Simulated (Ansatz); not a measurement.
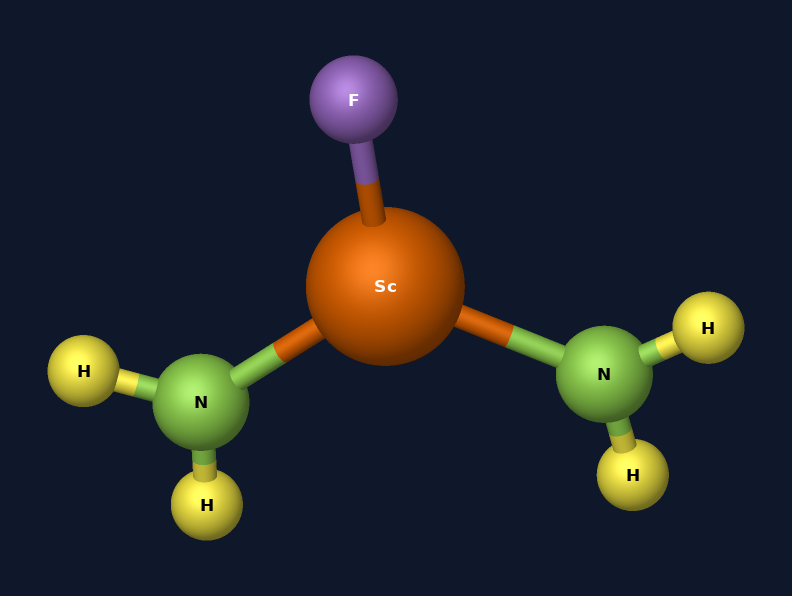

Ball-and-stick drawing of a structure.

Charge 0, singlet.

Describe the molecule.

Formula FH4N2Sc. Its SMILES string is `[NH2][Sc]([NH2])[F]`. All atoms lie on one plane. Coordination: 2 N trigonal planar; 1 Sc trigonal planar.

More results for the same structure follow; atom numbers are the same in all pictures, views and colours differ. The computed structure is the end point of a PBE0-D4/def2-TZVP optimisation.

Shape

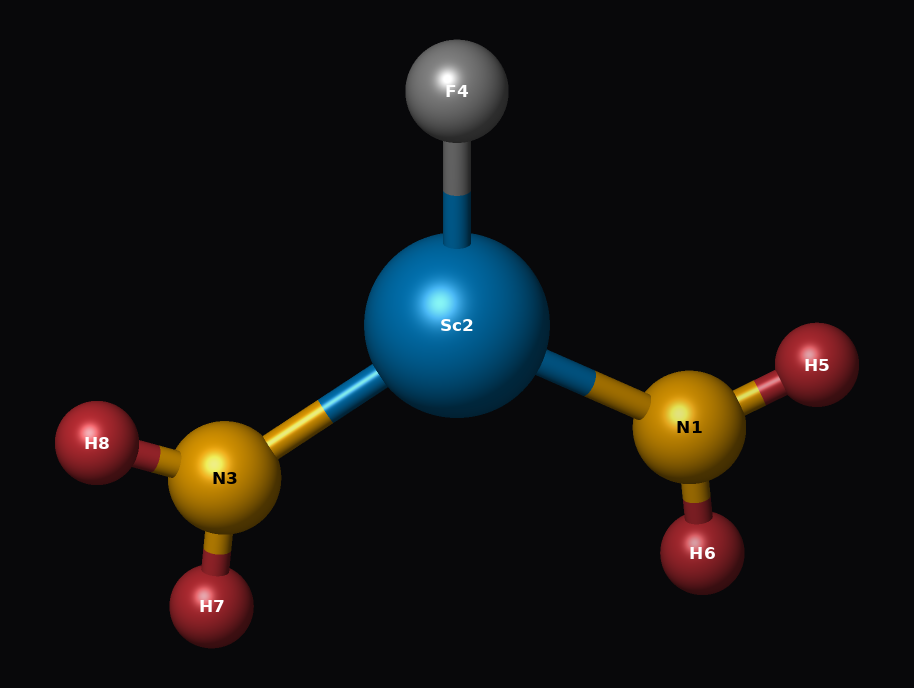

List the bonds and their lengths.

```tsv
bond	length (Å)
N1–Sc2	1.984
N1–H5	1.012
N1–H6	1.013
Sc2–N3	1.984
Sc2–F4	1.857
N3–H7	1.013
N3–H8	1.012
```

Vibrations

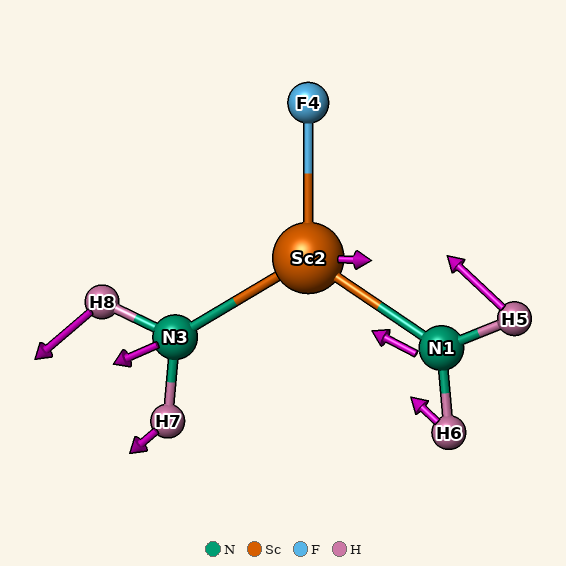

The arrows show one normal mode. Harmonic vibrations computed with RKS PBE0-D4/def2-TZVP (Ansatz 0.2.0) at a stationary point of the same level.

**Describe the motion.**

Mostly out-of-phase stretching of 2 Sc–N bonds.

**At what wavenumber does it lie?**

681 cm⁻¹; it is mode 11 of 18 counted from the lowest.

Levels of theory compared

Program: Ansatz 0.2.0.

At this fixed geometry, give HOMO energy (eV), HOMO–LUMO gap (eV), dipole (D) at these levels: B3LYP-D4/def2-TZVPP; PBE-D4/def2-TZVPP; r2SCAN-D4/def2-TZVPP; ωB97M-V/def2-TZVPP.

```tsv
level	HOMO energy (eV)	HOMO–LUMO gap (eV)	dipole (D)
B3LYP-D4/def2-TZVPP	−6.87	5.04	2.23
PBE-D4/def2-TZVPP	−5.74	3.42	2.17
r2SCAN-D4/def2-TZVPP	−6.00	4.02	2.19
ωB97M-V/def2-TZVPP	−9.48	9.47	2.16
```

Charges

The questions are on Mulliken charges. Properties computed with RKS B3LYP-D4/def2-TZVPP (Ansatz 0.2.0).

**Which atom carries the highest charge (most positive or least negative)?**

Sc2 (0.88 e).

**And the lowest?**

N1, N3 (−0.47 e).

Give the Mulliken charges atom by atom.

| atom | value (e) |
| --- | --- |
| N1 | −0.47 |
| Sc2 | 0.88 |
| N3 | −0.47 |
| F4 | −0.45 |
| H5 | 0.13 |
| H6 | 0.13 |
| H7 | 0.13 |
| H8 | 0.13 |

Thermal motion

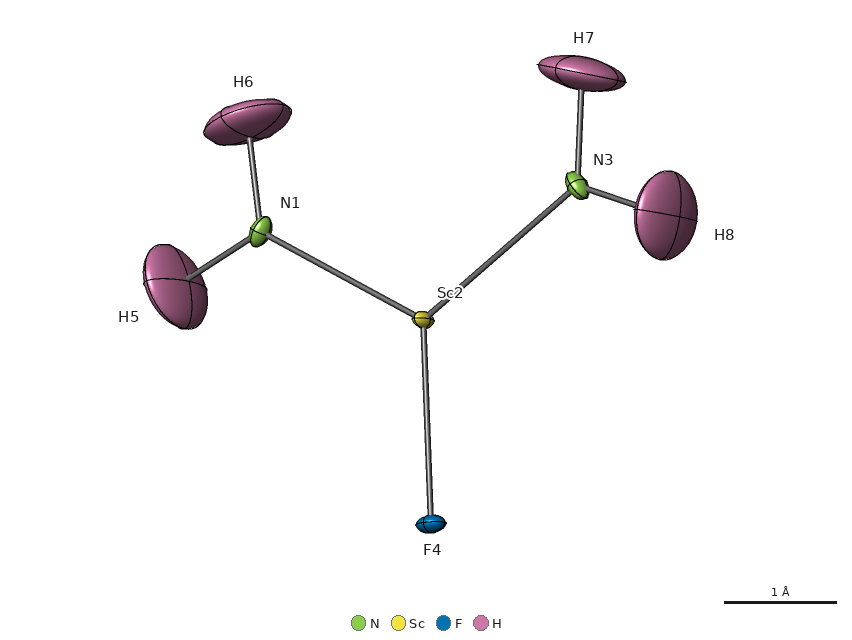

Displacement ellipsoids at the 50 % level, from the internal vibrations of the free molecule (harmonic, no overall translation or rotation; no half-axis is drawn under 0.075 Å). Vibrations computed with RKS PBE0-D4/def2-TZVP (Ansatz 0.2.0). Temperature: 298 K.

**Which atom moves most?**

H5, H8, with U_eq = 0.0549 Å².

**Does H8 move more along its bond or across it?**

Across it: the root-mean-square amplitude is 0.107 Å along the bond and up to 0.299 Å across, since bending and torsion are softer than stretching.

Give the displacement parameters, one line for each set of equivalent atoms.

```tsv
atom	U_eq (Å²)	rms amplitudes (Å)
N1, N3	0.0060	0.056, 0.076, 0.094
Sc2	0.0037	0.036, 0.037, 0.093
F4	0.0058	0.051, 0.080, 0.093
H5, H8	0.0549	0.097, 0.257, 0.299
H6, H7	0.0501	0.096, 0.256, 0.275
```

Mulliken values depend strongly on the basis set and can even reverse the polarity of a bond.
